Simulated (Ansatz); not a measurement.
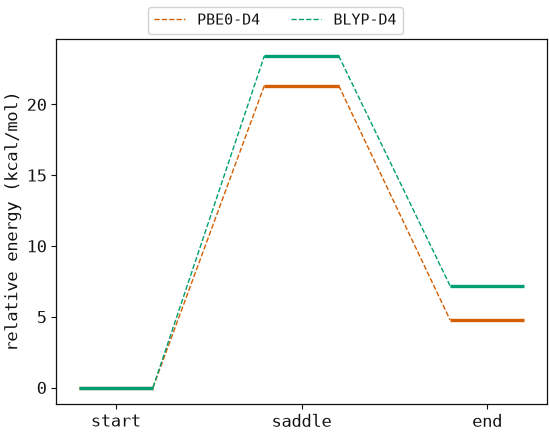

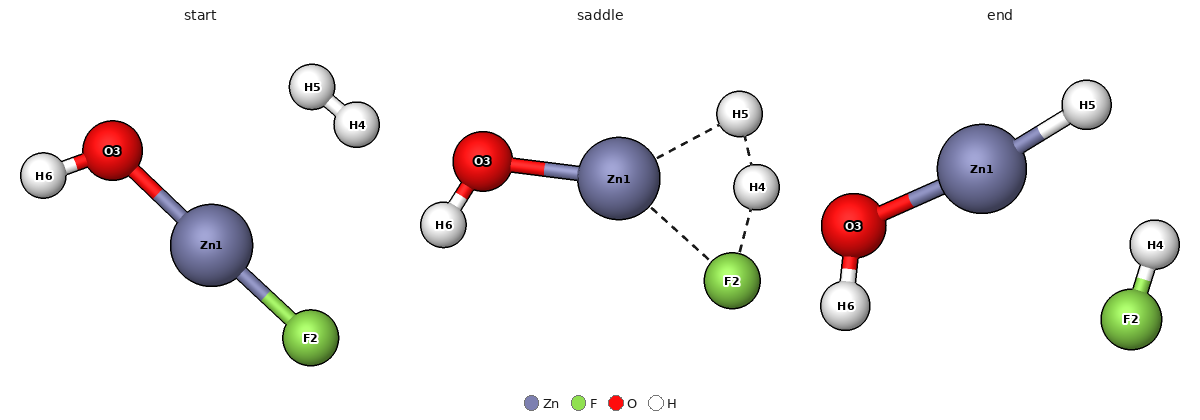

One elementary step of ZnH₃OF, singlet: start, first-order saddle point (changing pairs dashed) and end. Electronic energies at PBE0-D4/def2-TZVP geometries, energies in def2-TZVPP, the Ansatz code; cores frozen in correlated methods, no zero-point terms. Start and end are the structures at the ends of the path (complexes, where there are several molecules). Choice of cores on heavy atoms: 3s 3p of Cu and Zn frozen. Lines between the levels only guide the eye.

In the step Zn1–H5 (2.47 → 1.76 → 1.53 Å) and F2–H4 (2.86 → 1.25 → 0.93 Å) form; Zn1–F2 (1.74 → 1.99 → 2.73 Å) and H4–H5 (0.75 → 0.98 → 1.94 Å) break (lengths at start, saddle and end; changes of bond order aren't listed).

Is the step uphill or downhill with PBE0-D4?

Answer. Uphill by 4.8 kcal/mol in electronic energy, over a barrier of 21.3 kcal/mol.

Give the barriers and step energies (kcal/mol).

Answer.
| level | barrier | reverse barrier | step energy |
| --- | --- | --- | --- |
| PBE0-D4 | 21.3 | 16.6 | 4.8 |
| BLYP-D4 | 23.4 | 16.2 | 7.2 |
